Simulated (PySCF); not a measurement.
## Geometry relaxation, with input and output: C4H12OSi (part 2 of 2)

Continued. System: C4H12OSi (SiHMe2(OEt)). Method: PBE0-D3(BJ)/def2-SVP geometry optimisation, gas phase (PySCF 2.14.0). It belongs to a series of runs on one base structure; here: one ligand: Cl to OEt.

Geometry of the input (Å):
```
Si 0.4174  1.0036  0.4083
H  0.5958  1.5058  1.7731
C  1.9634  0.5773  -0.4080
H  2.8214  1.4219  -0.4078
H  1.8890  0.2258  -1.4394
H  2.4856  -0.2093  0.1633
C  -0.4796  2.4178  -0.6160
H  -1.4153  2.7130  -0.1926
H  -0.7012  2.1212  -1.5791
H  0.0977  3.3097  -0.6253
O  -0.7448  -0.1476  0.4000
C  -0.5934  -1.4440  0.8826
C  -1.3521  -2.3868  -0.1379
H  0.3912  -1.7081  1.0298
H  -1.1247  -1.5239  1.8387
H  -1.2138  -3.3879  0.3027
H  -2.3035  -2.1125  -0.2615
H  -0.7894  -2.3589  -1.0529
```

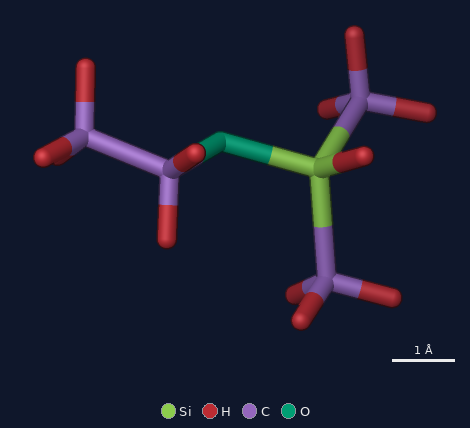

Fig. 1: The geometry at step 11 of the log (stick view, seen at a tilt).

Trajectory as extended XYZ, continued
```
18
Properties=species:S:1:pos:R:3:forces:R:3 step=7 energy=-14252.43137
Si    0.3405    1.0643    0.3255   -0.0060   0.0492  -0.0289
H     0.5438    1.3623    1.7832    0.0055  -0.0057   0.0062
C     1.9824    0.5839   -0.4442   -0.0657  -0.0231   0.0153
H     2.7147    1.4024   -0.3614    0.0051   0.0036   0.0076
H     1.8392    0.3548   -1.5121    0.0281  -0.0005  -0.0067
H     2.4149   -0.3053    0.0404    0.0161   0.0050  -0.0019
C    -0.4114    2.5329   -0.5444    0.0248   0.0087   0.0186
H    -1.3924    2.7879   -0.1168   -0.0035  -0.0062   0.0107
H    -0.5512    2.3160   -1.6142   -0.0068  -0.0075  -0.0216
H     0.2423    3.4149   -0.4563   -0.0034   0.0040  -0.0025
O    -0.7634   -0.1824    0.1659    0.0149   0.0011  -0.0065
C    -0.6596   -1.4221    0.8162   -0.0359  -0.0611   0.0179
C    -1.2703   -2.5070   -0.0435   -0.0251   0.0590   0.0323
H     0.3947   -1.6752    1.0433    0.0280  -0.0047  -0.0127
H    -1.1834   -1.3770    1.7907    0.0081   0.0156  -0.0079
H    -1.2531   -3.4769    0.4758    0.0247  -0.0166  -0.0134
H    -2.3158   -2.2559   -0.2741   -0.0256  -0.0026  -0.0105
H    -0.7281   -2.6006   -0.9961    0.0169  -0.0183   0.0040
18
Properties=species:S:1:pos:R:3:forces:R:3 step=8 energy=-14252.43282
Si    0.3419    1.0607    0.3151   -0.0150   0.0091  -0.0020
H     0.5258    1.3386    1.7797    0.0040   0.0062  -0.0001
C     1.9953    0.5990   -0.4374    0.0073  -0.0254  -0.0001
H     2.7228    1.4199   -0.3342   -0.0063   0.0086   0.0061
H     1.8750    0.3800   -1.5103    0.0105   0.0031  -0.0013
H     2.4297   -0.2915    0.0439   -0.0037   0.0053   0.0008
C    -0.4098    2.5342   -0.5454    0.0057   0.0070   0.0013
H    -1.3975    2.7751   -0.1243    0.0020  -0.0047   0.0016
H    -0.5368    2.3285   -1.6197   -0.0041   0.0012   0.0011
H     0.2352    3.4207   -0.4391   -0.0037  -0.0046  -0.0051
O    -0.7486   -0.1955    0.1321    0.0103   0.0004   0.0024
C    -0.6514   -1.4277    0.7997   -0.0145  -0.0140  -0.0116
C    -1.2964   -2.5135   -0.0320   -0.0020   0.0246   0.0188
H     0.4049   -1.6937    1.0056    0.0029  -0.0060  -0.0048
H    -1.1534   -1.3588    1.7840    0.0100   0.0056   0.0031
H    -1.2789   -3.4774    0.4989    0.0034  -0.0073  -0.0051
H    -2.3429   -2.2513   -0.2470   -0.0055  -0.0082  -0.0038
H    -0.7712   -2.6304   -0.9918   -0.0013  -0.0008  -0.0012
18
Properties=species:S:1:pos:R:3:forces:R:3 step=9 energy=-14252.43475
Si    0.3430    1.0598    0.3060   -0.0207  -0.0388   0.0300
H     0.5026    1.3295    1.7755   -0.0013   0.0164  -0.0070
C     2.0141    0.6172   -0.4148    0.0802  -0.0121  -0.0127
H     2.7299    1.4458   -0.2887   -0.0161   0.0080   0.0024
H     1.9300    0.4016   -1.4919   -0.0133   0.0055   0.0041
H     2.4510   -0.2682    0.0738   -0.0211   0.0022   0.0031
C    -0.4115    2.5292   -0.5573   -0.0172   0.0004  -0.0203
H    -1.4071    2.7542   -0.1455    0.0072   0.0004  -0.0076
H    -0.5242    2.3270   -1.6346   -0.0006   0.0088   0.0244
H     0.2204    3.4236   -0.4385   -0.0014  -0.0095  -0.0054
O    -0.7304   -0.2092    0.1041    0.0092  -0.0050   0.0056
C    -0.6292   -1.4405    0.7749    0.0115   0.0450  -0.0380
C    -1.3383   -2.5133   -0.0189    0.0190  -0.0280  -0.0065
H     0.4310   -1.7293    0.9263   -0.0250  -0.0047   0.0039
H    -1.0792   -1.3538    1.7824    0.0092  -0.0075   0.0159
H    -1.3085   -3.4778    0.5111   -0.0190   0.0082   0.0080
H    -2.3899   -2.2336   -0.1847    0.0195  -0.0095   0.0057
H    -0.8600   -2.6453   -1.0013   -0.0203   0.0202  -0.0058
18
Properties=species:S:1:pos:R:3:forces:R:3 step=10 energy=-14252.43755
Si    0.3457    1.0563    0.2948   -0.0212  -0.0727   0.0485
H     0.4616    1.3196    1.7700   -0.0100   0.0203  -0.0122
C     2.0469    0.6489   -0.3724    0.1245   0.0090  -0.0136
H     2.7385    1.4925   -0.2119   -0.0186   0.0047  -0.0033
H     2.0159    0.4388   -1.4533   -0.0347   0.0049   0.0059
H     2.4865   -0.2277    0.1295   -0.0314  -0.0031   0.0031
C    -0.4146    2.5154   -0.5799   -0.0317  -0.0076  -0.0373
H    -1.4236    2.7158   -0.1881    0.0099   0.0070  -0.0133
H    -0.5007    2.3160   -1.6606    0.0023   0.0125   0.0390
H     0.1950    3.4223   -0.4431    0.0023  -0.0097  -0.0037
O    -0.6986   -0.2320    0.0606    0.0148  -0.0086   0.0172
C    -0.5893   -1.4647    0.7291    0.0326   0.0881  -0.0593
C    -1.4061   -2.5076    0.0040    0.0232  -0.0799  -0.0345
H     0.4688   -1.7947    0.7854   -0.0432   0.0017   0.0138
H    -0.9444   -1.3577    1.7719    0.0078  -0.0167   0.0237
H    -1.3599   -3.4755    0.5272   -0.0318   0.0222   0.0214
H    -2.4587   -2.1929   -0.0694    0.0383  -0.0088   0.0109
H    -1.0195   -2.6557   -1.0160   -0.0330   0.0365  -0.0065
18
Properties=species:S:1:pos:R:3:forces:R:3 step=11 energy=-14252.44312
Si    0.3473    1.0461    0.2769   -0.0190  -0.0956   0.0479
H     0.3720    1.3022    1.7582   -0.0214   0.0128  -0.0144
C     2.1019    0.7066   -0.2806    0.1399   0.0479   0.0017
H     2.7414    1.5775   -0.0590   -0.0117  -0.0042  -0.0146
H     2.1662    0.5094   -1.3623   -0.0559  -0.0012   0.0023
H     2.5407   -0.1543    0.2483   -0.0359  -0.0130   0.0001
C    -0.4178    2.4834   -0.6291   -0.0385  -0.0181  -0.0474
H    -1.4508    2.6423   -0.2833    0.0097   0.0157  -0.0160
H    -0.4474    2.2872   -1.7135    0.0049   0.0125   0.0450
H     0.1498    3.4117   -0.4605    0.0067  -0.0066   0.0019
O    -0.6401   -0.2740   -0.0207    0.0330   0.0008   0.0314
C    -0.5095   -1.5176    0.6233    0.0451   0.1093  -0.0889
C    -1.5239   -2.4826    0.0595    0.0070  -0.1254  -0.0498
H     0.5122   -1.9275    0.4812   -0.0491   0.0139   0.0284
H    -0.6561   -1.3979    1.7143    0.0006  -0.0247   0.0255
H    -1.4484   -3.4643    0.5529   -0.0305   0.0321   0.0369
H    -2.5470   -2.0960    0.1886    0.0503  -0.0069   0.0098
H    -1.3470   -2.6351   -1.0163   -0.0352   0.0506   0.0001
18
Properties=species:S:1:pos:R:3:forces:R:3 step=12 energy=-14252.44601
Si    0.3427    1.0299    0.2590   -0.0147  -0.0733   0.0280
H     0.2739    1.2665    1.7420   -0.0207   0.0017  -0.0108
C     2.1387    0.7539   -0.1947    0.0889   0.0676   0.0208
H     2.7305    1.6428    0.0817    0.0024  -0.0137  -0.0190
H     2.2777    0.5779   -1.2728   -0.0485  -0.0081  -0.0038
H     2.5679   -0.1014    0.3506   -0.0229  -0.0166  -0.0053
C    -0.4151    2.4556   -0.6722   -0.0270  -0.0176  -0.0339
H    -1.4685    2.5817   -0.3787    0.0052   0.0158  -0.0112
H    -0.3843    2.2710   -1.7581    0.0055   0.0058   0.0285
H     0.1163    3.3975   -0.4666    0.0071  -0.0016   0.0067
O    -0.5899   -0.3112   -0.1091    0.0360   0.0127   0.0188
C    -0.4411   -1.5680    0.5023    0.0406   0.0735  -0.0583
C    -1.6089   -2.4491    0.1300   -0.0158  -0.1017  -0.0448
H     0.5058   -2.0459    0.1772   -0.0316   0.0178   0.0292
H    -0.3799   -1.4583    1.6033   -0.0058  -0.0185   0.0158
H    -1.5131   -3.4449    0.5902   -0.0119   0.0239   0.0298
H    -2.5587   -1.9975    0.4553    0.0347  -0.0043   0.0044
H    -1.6502   -2.5835   -0.9617   -0.0216   0.0366   0.0050
18
Properties=species:S:1:pos:R:3:forces:R:3 step=13 energy=-14252.44801
Si    0.3414    1.0304    0.2653   -0.0026  -0.0130   0.0124
H     0.2679    1.2671    1.7474   -0.0131  -0.0015  -0.0021
C     2.1371    0.7554   -0.1955    0.0126   0.0346   0.0157
H     2.7352    1.6419    0.0723    0.0080  -0.0113  -0.0111
H     2.2561    0.5775   -1.2756   -0.0188  -0.0068  -0.0042
H     2.5637   -0.1048    0.3438   -0.0012  -0.0062  -0.0054
C    -0.4132    2.4569   -0.6685   -0.0086  -0.0078  -0.0083
H    -1.4673    2.5893   -0.3814    0.0003   0.0080  -0.0033
H    -0.3766    2.2726   -1.7535    0.0044  -0.0003   0.0033
H     0.1219    3.3964   -0.4606    0.0042   0.0019   0.0052
O    -0.5903   -0.3090   -0.1061    0.0082  -0.0130   0.0071
C    -0.4418   -1.5659    0.5031    0.0190   0.0156  -0.0104
C    -1.6035   -2.4547    0.1241   -0.0040  -0.0166  -0.0219
H     0.5101   -2.0378    0.1877   -0.0097  -0.0022   0.0052
H    -0.3906   -1.4605    1.6055   -0.0047  -0.0021   0.0056
H    -1.5077   -3.4480    0.5888    0.0035   0.0100   0.0058
H    -2.5539   -2.0051    0.4485    0.0078   0.0012   0.0052
H    -1.6447   -2.5848   -0.9678   -0.0053   0.0094   0.0012
18
Properties=species:S:1:pos:R:3:forces:R:3 step=14 energy=-14252.44855
Si    0.3386    1.0306    0.2715    0.0022   0.0227  -0.0007
H     0.2556    1.2660    1.7531   -0.0040  -0.0028   0.0008
C     2.1346    0.7583   -0.1918   -0.0255   0.0011   0.0088
H     2.7385    1.6422    0.0688    0.0102   0.0004  -0.0039
H     2.2393    0.5782   -1.2733    0.0000  -0.0031  -0.0025
H     2.5605   -0.1053    0.3425    0.0081  -0.0005  -0.0031
C    -0.4120    2.4571   -0.6666    0.0029  -0.0029   0.0080
H    -1.4678    2.5936   -0.3882   -0.0020   0.0013   0.0009
H    -0.3664    2.2729   -1.7510    0.0026  -0.0024  -0.0070
H     0.1245    3.3951   -0.4546    0.0011   0.0016   0.0028
O    -0.5878   -0.3103   -0.1056    0.0074  -0.0073   0.0013
C    -0.4379   -1.5678    0.4998   -0.0028  -0.0139   0.0066
C    -1.6010   -2.4550    0.1209   -0.0083   0.0111   0.0064
H     0.5129   -2.0399    0.1828    0.0080  -0.0015  -0.0056
H    -0.3860   -1.4675    1.6030   -0.0010   0.0080  -0.0048
H    -1.5044   -3.4484    0.5844    0.0035  -0.0072  -0.0090
H    -2.5479   -2.0045    0.4532   -0.0072   0.0005   0.0024
H    -1.6495   -2.5785   -0.9712    0.0048  -0.0051  -0.0013
18
Properties=species:S:1:pos:R:3:forces:R:3 step=15 energy=-14252.44863
Si    0.3365    1.0323    0.2753    0.0009   0.0150  -0.0010
H     0.2501    1.2686    1.7565   -0.0002  -0.0027   0.0013
C     2.1320    0.7588   -0.1888   -0.0158  -0.0022   0.0068
H     2.7394    1.6415    0.0679    0.0030  -0.0014  -0.0034
H     2.2325    0.5762   -1.2703    0.0021  -0.0014  -0.0013
H     2.5583   -0.1052    0.3449    0.0057   0.0013  -0.0014
C    -0.4114    2.4582   -0.6654    0.0015   0.0013   0.0060
H    -1.4678    2.5967   -0.3903   -0.0013  -0.0005   0.0008
H    -0.3627    2.2729   -1.7496    0.0014  -0.0010  -0.0047
H     0.1259    3.3957   -0.4526   -0.0001   0.0009   0.0015
O    -0.5883   -0.3094   -0.1031    0.0021  -0.0024  -0.0048
C    -0.4358   -1.5690    0.4973   -0.0081  -0.0141   0.0061
C    -1.5999   -2.4558    0.1190    0.0021   0.0174   0.0108
H     0.5144   -2.0390    0.1754    0.0054  -0.0034  -0.0044
H    -0.3804   -1.4719    1.6006   -0.0012   0.0026  -0.0033
H    -1.5002   -3.4516    0.5768    0.0037  -0.0052  -0.0081
H    -2.5461   -2.0081    0.4576   -0.0054   0.0004   0.0010
H    -1.6528   -2.5738   -0.9735    0.0041  -0.0043  -0.0020
```

Key numbers

- outcome: converged
- total energy: −523.767831 hartree
- dipole moment: 0.79 D
- point group: C1
- hardware: 1 CPU thread, shared host
- wall time: 2.3 min
- peak memory: 0.56 GiB
